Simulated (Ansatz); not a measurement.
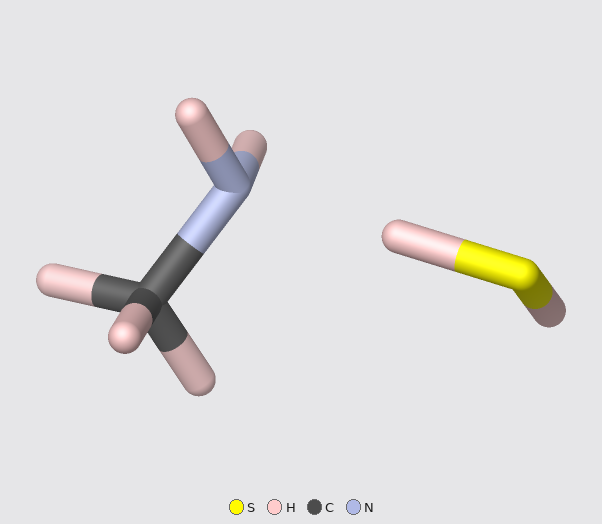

Starting geometry of the run.

Ansatz 0.2.0 input:

```yaml
crystal:
  periodic: [false, false, false]
  atoms:
    - {symbol: S, position_ang: [0.109900, -0.163700, -2.740400]}
    - {symbol: H, position_ang: [-1.125800, 0.316500, -2.657500]}
    - {symbol: H, position_ang: [0.335700, 0.079700, -1.431300]}
    - {symbol: C, position_ang: [-0.155700, -0.506900, 1.186600]}
    - {symbol: N, position_ang: [0.443300, 0.536600, 0.364000]}
    - {symbol: H, position_ang: [-0.241100, -0.236900, 2.244700]}
    - {symbol: H, position_ang: [0.446000, -1.409500, 1.102900]}
    - {symbol: H, position_ang: [-1.152700, -0.721300, 0.801500]}
    - {symbol: H, position_ang: [1.405000, 0.696500, 0.643800]}
    - {symbol: H, position_ang: [-0.064500, 1.409000, 0.485800]}
basis:
  gaussian: {orbitals: def2-SVP}
hamiltonian: {xc: pbe, dispersion: d4}
relax: {f_tol: 0.03, max_steps: 250}
```

It was started with:

```sh
ansatz run in.yaml --threads 4 --pin off --events-out ev --progress --plain --max-ram 9574MiB
```

What the program printed (its end):

```
mean field -13462.74830485 eV, -494.7468748248 hartree, gradient 2.2e-5 eV, S^2 0.000000; 1 other end points of the search recorded, 0 dependent functions left out
the calculation of the forces begins
reference -13462.74833658 eV, -494.7468759907 hartree; 18, 18 occupied and 63, 63 virtual orbitals, 941 factors
Total energy: -13462.87418037 eV, -494.7515006648 hartree
Atom 0 at     0.017786    -0.449589    -2.625776 Å, force     0.002379    -0.000961     0.003902 eV/Å
Atom 1 at    -1.106840     0.302012    -2.769834 Å, force    -0.005133     0.002903    -0.002079 eV/Å
Atom 2 at     0.310604     0.146019    -1.392458 Å, force     0.004351    -0.002068    -0.001271 eV/Å
Atom 3 at    -0.145192    -0.489161     1.124144 Å, force     0.005751     0.012708    -0.006271 eV/Å
Atom 4 at     0.469950     0.642692     0.433001 Å, force    -0.007975    -0.012630    -0.000081 eV/Å
Atom 5 at    -0.221291    -0.388166     2.232601 Å, force    -0.000236    -0.000375     0.003270 eV/Å
Atom 6 at     0.430085    -1.410746     0.904253 Å, force     0.001843    -0.002980    -0.000106 eV/Å
Atom 7 at    -1.164896    -0.655661     0.721696 Å, force    -0.001487     0.000134    -0.001208 eV/Å
Atom 8 at     1.440407     0.784954     0.739388 Å, force     0.000063     0.001613     0.001324 eV/Å
Atom 9 at    -0.030512     1.517646     0.633085 Å, force     0.000443     0.001656     0.002520 eV/Å
Dipole moment:    -0.027881     0.358466     0.756071 e Å
```
